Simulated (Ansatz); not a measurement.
```yaml
atoms:
  - { symbol: Ta, position_ang: [-0.3306, -0.2256, 0.2065] }
  - { symbol: Cl, position_ang: [3.3366, 0.4997, 0.2865] }
  - { symbol: O, position_ang: [-0.2806, -0.7187, 2.0318] }
  - { symbol: H, position_ang: [0.3240, -0.9240, 2.7632] }
  - { symbol: F, position_ang: [0.7952, -0.1350, -1.3565] }
  - { symbol: O, position_ang: [-0.5754, 1.6504, 0.3526] }
  - { symbol: H, position_ang: [-1.1984, 2.3794, 0.2089] }
  - { symbol: F, position_ang: [-1.1950, -1.7809, -0.4490] }
  - { symbol: H, position_ang: [2.5185, 0.2790, -0.7136] }
```

Core potentials replace the inner electrons of Ta.

Method: UKS PBE/def2-SVP (Ansatz).

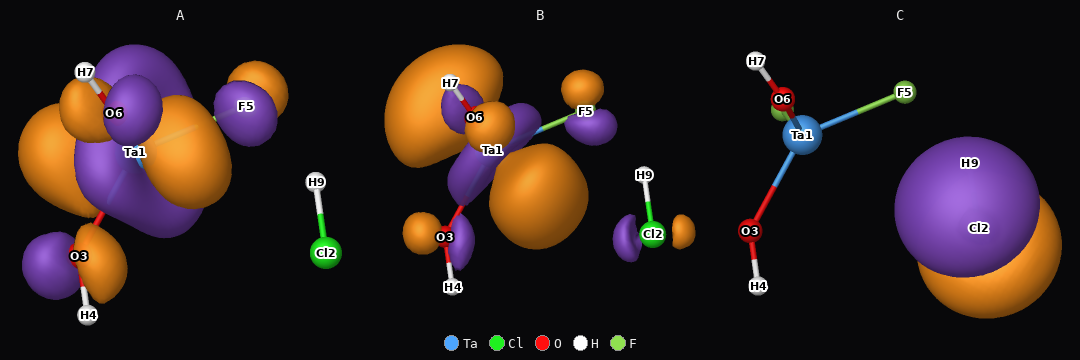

F$_{2}$H$_{2}$O$_{2}$Ta···HCl (doublet). Three frontier orbitals at ±0.1 Å⁻³ᐟ² (orange and purple are the two phases), in no order.

Order the three orbitals by energy and name them. All are α orbitals.

C is the HOMO−1 (α) (−7.38 eV). By Hirshfeld shares it lies mainly on Cl2 (about 95 %); largely a lone pair of Cl2. B is the HOMO (α) (−4.41 eV). By Hirshfeld shares it lies mainly on Ta1 (about 80 %). A is the LUMO (α) (−2.03 eV). Its weight (Hirshfeld) is mainly on Ta1 (about 70 %), F8 (about 10 %), F5 (about 5 %), O3 (about 5 %) and O6 (about 5 %).

What is the gap between the highest occupied and lowest empty α orbitals?

2.38 eV between the orbital energies.
